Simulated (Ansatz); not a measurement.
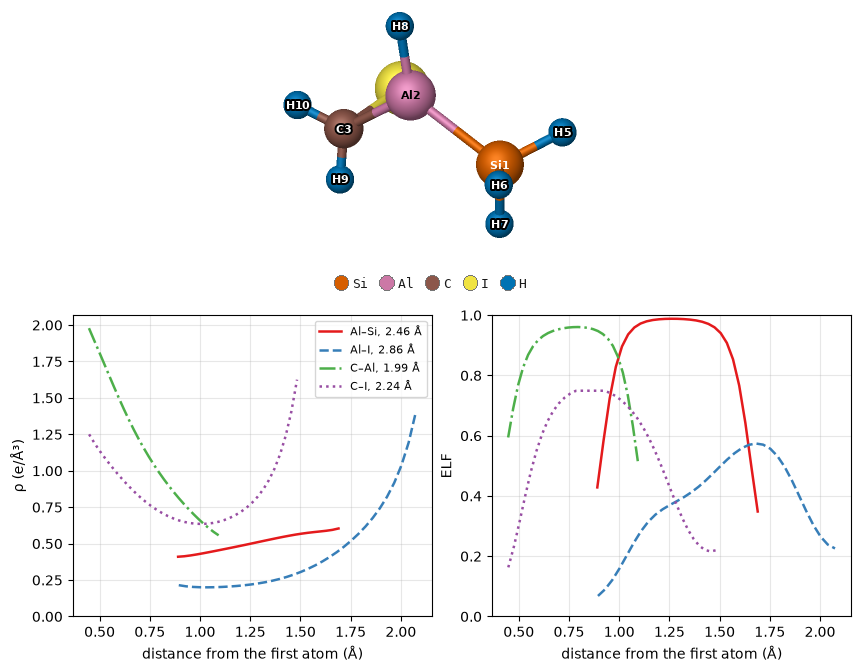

Figure 1: CH$_{6}$AlISi. Electron density and ELF along straight lines between neighbouring atoms. The curves leave out the atomic cores. The structure is drawn too.

Core potentials replace the inner electrons of I.

Computed with Ansatz, RKS PBE/def2-SVP.

```xyz
10

Si   -1.7185    0.5622   -0.7400
Al   -0.3317   -1.2057    0.2558
C     0.9849   -2.1268   -0.9124
I    -0.6839   -3.5579   -1.3348
H    -3.1848    0.3648   -0.4445
H    -1.3481    1.9250   -0.2026
H    -1.5620    0.6231   -2.2399
H    -0.3475   -1.6349    1.7973
H     1.2680   -1.7278   -1.9042
H     1.7931   -2.7536   -0.4907
```

What can be read from the curves?

Al–Si (2.46 Å): ρ is about 0.49 e/Å³ halfway; the ELF peaks at about 1 between the atoms: a shared electron pair.
Al–I (2.86 Å): ρ is about 0.27 e/Å³ halfway, with its minimum of 0.2 e/Å³ about 1.0 Å from Al; the ELF peaks at about 0.55 in the valence shell of I, 1.2 Å from its nucleus, and is about 0.45 at the midpoint.
C–Al (1.99 Å): ρ at the midpoint is about 0.67 e/Å³; the ELF peaks at about 0.95 between the atoms, as expected for a shared but strongly polarised pair.
C–I (2.24 Å): ρ is about 0.66 e/Å³ halfway; the ELF peaks at about 0.75 between the atoms.
